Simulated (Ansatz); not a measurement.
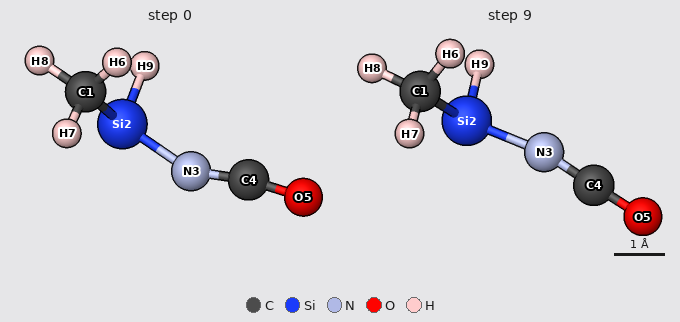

The structure of C2H4NOSi (multiplicity 2) (coarse preliminary run) before (left) and after (right) a relaxation, at one scale.

A ball-and-stick model, seen from a free direction.

The start comes from a force field.

Method: Ansatz, UKS PBE-D4/def2-SVP.

Input
```yaml
crystal:
  periodic: [false, false, false]
  atoms:
    - {symbol: C, position_ang: [-0.172300, 0.854900, 1.196800]}
    - {symbol: Si, position_ang: [-0.144300, 0.827600, -0.656200]}
    - {symbol: N, position_ang: [-0.361200, -0.836200, -1.101500]}
    - {symbol: C, position_ang: [0.013200, -1.924800, -1.393700]}
    - {symbol: O, position_ang: [0.208700, -3.045500, -1.711500]}
    - {symbol: H, position_ang: [0.556100, 0.294700, 1.640400]}
    - {symbol: H, position_ang: [-1.161600, 0.549000, 1.559000]}
    - {symbol: H, position_ang: [-0.043000, 1.940200, 1.540600]}
    - {symbol: H, position_ang: [1.192900, 1.293900, -1.090900]}
basis:
  gaussian: {orbitals: def2-SVP}
magnetization: {spin_polarized: true, initial_magnetization: 1}
hamiltonian: {xc: pbe, dispersion: d4}
relax: {f_tol: 0.03, max_steps: 200}
```

Q: Describe what moved and what it gained.

A: The energy falls by 37.4 kJ/mol in 9 geometry steps. Largest force component: 3.6 eV/Å at the start, 0.0067 eV/Å at the end. The largest move after the best rigid fit is that of N3, 0.46 Å. By element the largest moves are N 0.46 Å, O 0.39 Å, H 0.22 Å, C 0.15 Å, Si 0.12 Å. Among the contacts that change: C1–H6 1.020 → 1.111 Å, C1–H8 1.146 → 1.109 Å, C1–Si2 1.853 → 1.888 Å, Si2–H9 1.481 → 1.511 Å. Bond angles that change, for instance: Si2–N3–C4 154.4° → 167.0°, N3–C4–O5 171.1° → 178.7°, Si2–C1–H6 114.6° → 110.2°.
